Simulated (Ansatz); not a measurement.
# UB2PLYP/STO-3G run of BH2Cl− (SMILES [BH2-]Cl)

What is the energy change on altering one bond length of BH2Cl− at UB2PLYP/STO-3G? 

The calculation is run with Ansatz 0.2.0.

## Step 1: The system as given

BH2Cl−: 4 atoms, total charge -1, spin state doublet. SMILES: `[BH2-]Cl`. The coordinates come from a GFN2-xTB relaxation.

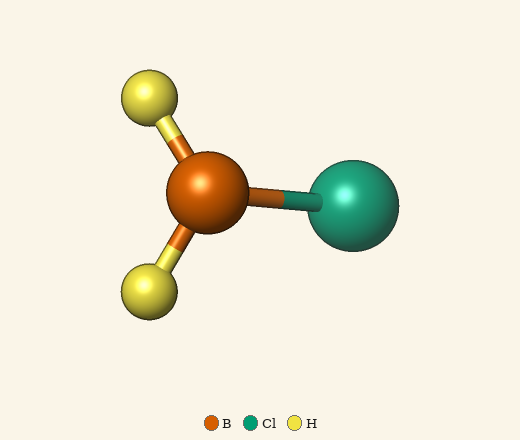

Viewed from a chosen angle; boron orange, chlorine teal, hydrogen yellow.

## Step 2: The energy at UB2PLYP/STO-3G

run.yaml

```yaml
crystal:
  periodic: [false, false, false]
  atoms:
    - {symbol: B, position_ang: [-0.072740, -0.194320, -0.337270]}
    - {symbol: Cl, position_ang: [1.390160, 0.062360, 0.884750]}
    - {symbol: H, position_ang: [-0.963970, -0.752550, 0.264630]}
    - {symbol: H, position_ang: [-0.353460, 0.884500, -0.812110]}
basis:
  gaussian: {orbitals: STO-3G}
total_charge: -1
magnetization: {spin_polarized: true, initial_magnetization: 1}
hamiltonian: {xc: {name: B2PLYP}}
correlation: {frozen_orbitals: {B: 1, Cl: 5, H: 0}}
accuracy: high
```

The run is started by

```sh
ansatz run run.yaml --threads 1 --pin off --max-ram 2610MiB --events-out events.jsonl --progress --plain --runs-dir runs
```

Log:

```text
Warning: RAYON_NUM_THREADS=1 ignored (pool sized by the plan → 1); use --threads N
Functional definition: B2PLYP
  name "B2PLYP"
  parameter a = 0.53
  parameter c = 0.27
  exchange = (1 - a)*b88_x + a*exact_x
  correlation = (1 - c)*lyp_c + c*(mp2_os + mp2_ss)
259 factors; integrals over basis functions are off by at most 1.9e-8 eV
mean field evaluation 1: about -13076.6068 eV, gradient 6.1e0 eV
mean field evaluation 2: about -13076.6194 eV, gradient 6.0e0 eV
mean field evaluation 4: about -13077.1161 eV, gradient 5.7e-1 eV
mean field evaluation 8: about -13077.1207 eV, gradient 3.0e-3 eV
mean field evaluation 16: about -13077.1207 eV, gradient 8.5e-8 eV
mean field -13077.12069928 eV, -480.5753217077 hartree, gradient 8.6e-8 eV, S^2 0.752261; 0 other end points of the search recorded, 0 dependent functions left out
6 core orbitals not correlated: weight in the atoms' cores, before any rotation towards them, 1.000 or more for the frozen orbitals, at most 0.000 for the correlated occupied ones
reference -13077.12071445 eV, -480.5753222651 hartree; 7, 6 occupied and 3, 4 virtual orbitals, 259 factors
second order -1.11196420 eV of doubles, -0.00000000 eV of singles
Total energy: -13077.42094478 eV, -480.5863555264 hartree
```

Wall time 1.4 s (1 thread of Arm Neoverse V1, shared host); peak memory 0.12 GiB.

## Step 3: The distorted shape, same level

run.yaml

```yaml
basis:
  gaussian:
    orbitals: STO-3G
crystal:
  periodic: [false, false, false]
  atoms:
    - symbol: B
      position_ang: [-0.002555, -0.464043, -0.218552]
    - symbol: Cl
      position_ang: [1.460345, -0.207363, 1.003468]
    - symbol: H
      position_ang: [-0.893785, -1.022273, 0.383348]
    - symbol: H
      position_ang: [-0.353460, 0.884500, -0.812110]
accuracy: high
total_charge: -1
hamiltonian:
  xc: {name: B2PLYP}
magnetization:
  spin_polarized: true
  initial_magnetization: 1
correlation:
  frozen_orbitals: {B: 1, Cl: 5, H: 0}
```

The run is started by

```sh
ansatz run run.yaml --threads 1 --pin off --max-ram 2610MiB --events-out events.jsonl --progress --plain --runs-dir runs
```

Log, shortened:

```text
Warning: RAYON_NUM_THREADS=1 ignored (pool sized by the plan → 1); use --threads N
[... 2 set-up lines as earlier in the session ...]
[...]
259 factors; integrals over basis functions are off by at most 1.1e-8 eV
[...]
mean field -13076.06520820 eV, -480.5365331260 hartree, gradient 2.4e-8 eV, S^2 0.752658; 0 other end points of the search recorded, 0 dependent functions left out
6 core orbitals not correlated: weight in the atoms' cores, before any rotation towards them, 1.000 or more for the frozen orbitals, at most 0.000 for the correlated occupied ones
reference -13076.06522373 eV, -480.5365336967 hartree; 7, 6 occupied and 3, 4 virtual orbitals, 259 factors
second order -1.35752215 eV of doubles, -0.00000000 eV of singles
Total energy: -13076.43175471 eV, -480.5500034617 hartree
```

Wall time 1.4 s (1 thread of Arm Neoverse V1, shared host); peak memory 0.12 GiB.

## Step 4: Results

Level: UB2PLYP/STO-3G, 6 core orbitals frozen.

| quantity | value |
| --- | --- |
| first shape: total energy | -480.58636 Eh |
| first shape: ⟨S²⟩ | 0.752 |
| distorted shape: total energy | -480.55000 Eh |
| distorted shape: ⟨S²⟩ | 0.753 |
| energy change with the B1–H4 bond stretched from 1.212 to 1.515 Å | 0.989 eV |

What this shows: With the B1–H4 bond stretched from 1.212 to 1.515 Å the energy rises by 0.99 eV (95.4 kJ/mol). The first shape isn't relaxed at this level, so the change isn't measured from a minimum. The minimal basis adds a large error of its own.
